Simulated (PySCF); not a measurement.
# Run report: C3H5F3Si, excited-state calculation

- system: C3H5F3Si, SMILES C=C([SiH3])C(F)(F)F
- method: TDDFT HF/def2-SVPD, vertical, gas phase, core orbitals frozen in the response (PySCF 2.14.0)

The geometry comes from this level: PBE0-D3(BJ)/def2-SVP.

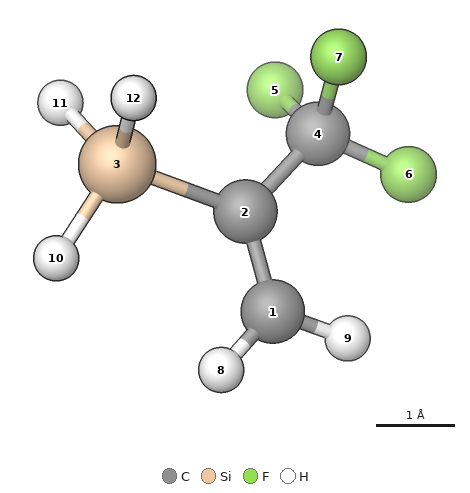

**Figure 1.** The structure (ball-and-stick view, seen at a tilt; atoms are numbered from 1 in the order of the input).

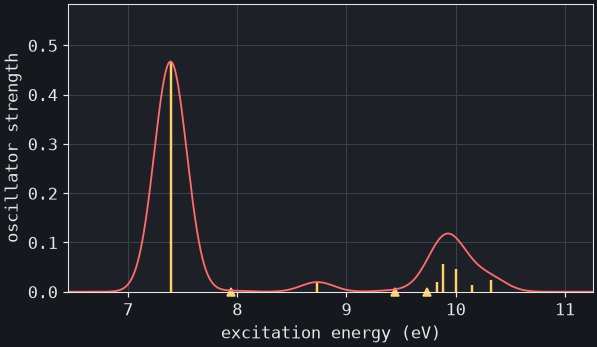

**Figure 2.** Computed excitations as sticks (degenerate states added up, dark ones marked on the axis), with a Gaussian envelope of 0.35 eV full width at half maximum, scaled to the tallest. Of the 10 states the lowest lies at 7.39 eV (f = 0.467); the strongest line is at 7.39 eV, or 168 nm (f = 0.467).

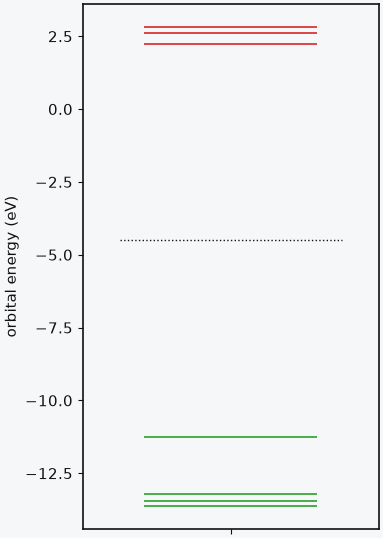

**Figure 3.** Orbital energies near the frontier; the dotted line parts filled from empty levels, and levels within 0.02 eV of each other stand side by side. Highest filled −11.27 eV, lowest empty 2.25 eV, 13.52 eV apart.

These pictures come from the run below.

**The input**
```
{"job": {"kind": "uv", "xc": "HF", "basis": "def2-SVPD", "ip": true}, "charge": 0, "multiplicity": 1}
C     -0.637356     1.468144    -0.213568
C     -0.185918     0.224863    -0.017989
Si     1.631119    -0.224585    -0.267187
C     -1.136303    -0.853496     0.417091
F     -1.214034    -1.817849    -0.508042
F     -2.376462    -0.411476     0.636222
F     -0.711269    -1.433410     1.548143
H      0.030201     2.270635    -0.539225
H     -1.688966     1.726596    -0.055460
H      2.293179     0.971405    -0.864832
H      1.762076    -1.395828    -1.180710
H      2.273751    -0.557260     1.037578
```

The first line tells a small driver script what to run in PySCF; the rest is the geometry in Å.

Run as:
```bash
OMP_NUM_THREADS=1 python <driver script> task.json out
```

**The program's output**
```
final grid: 107224 points
cycle   1  E = -703.1664083464  dE =  1.081e+00  |g| = 9.121e-01  |ddm| = 4.110e+00
cycle   2  E = -703.3081380519  dE = -1.417e-01  |g| = 5.261e-01  |ddm| = 1.903e+00
cycle   3  E = -703.3555952243  dE = -4.746e-02  |g| = 7.844e-02  |ddm| = 7.434e-01
cycle   4  E = -703.3576876665  dE = -2.092e-03  |g| = 2.419e-02  |ddm| = 2.145e-01
cycle   5  E = -703.3578737409  dE = -1.861e-04  |g| = 4.983e-03  |ddm| = 5.974e-02
cycle   6  E = -703.3578836728  dE = -9.932e-06  |g| = 1.942e-03  |ddm| = 1.462e-02
cycle   7  E = -703.3578851224  dE = -1.450e-06  |g| = 4.185e-04  |ddm| = 6.335e-03
cycle   8  E = -703.3578851974  dE = -7.500e-08  |g| = 1.159e-04  |ddm| = 1.258e-03
cycle   9  E = -703.3578852031  dE = -5.781e-09  |g| = 3.522e-05  |ddm| = 3.629e-04
cycle  10  E = -703.3578852036  dE = -4.479e-10  |g| = 1.300e-05  |ddm| = 9.293e-05
converged SCF energy = -703.3578852036

Static polarisability (au): isotropic 62.040, principal 51.138 61.343 73.640

Singlet excitations
state   eV       nm        f      main configurations
  1   7.3889    167.8   0.46718   H->L+1 0.91
  2   7.9429    156.1   0.00213   H-1->L+1 0.81
  3   8.7331    142.0   0.01971   H->L 0.52, H->L+2 0.29, H->L+4 0.09
  4   9.4449    131.3   0.00290   H->L+4 0.20, H->L 0.17, H->L+3 0.15
  5   9.7363    127.3   0.00439   H->L+6 0.33, H-4->L+1 0.30
  6   9.8277    126.2   0.02081   H-4->L+1 0.26, H->L 0.12, H->L+6 0.12
  7   9.8879    125.4   0.05674   H->L+2 0.20, H->L+4 0.18, H-4->L+1 0.16
  8  10.0067    123.9   0.04604   H->L+5 0.66
  9  10.1476    122.2   0.01277   H-2->L+4 0.29, H-2->L+2 0.28, H-2->L+3 0.08
 10  10.3257    120.1   0.02430   H->L+3 0.16, H-2->L+5 0.12, H-3->L+6 0.12

Triplet excitations (Tamm-Dancoff, eV): 3.5995 7.1951 8.3274 8.7826
Vertical ionisation energy (delta-SCF) = 9.7189 eV
```

**Key numbers**

| quantity | value |
| --- | --- |
| outcome | converged |
| total energy | −703.357885 hartree |
| HOMO | −11.27 eV |
| LUMO | 2.25 eV |
| dipole moment | 2.64 D |
| mean polarisability | 62.04 a.u. |
| vertical ionisation energy | 9.72 eV |
| lowest singlet excitation | 7.39 eV |
| hardware | 1 CPU thread, shared host |
| wall time | 19 s |
| peak memory | 0.74 GiB |
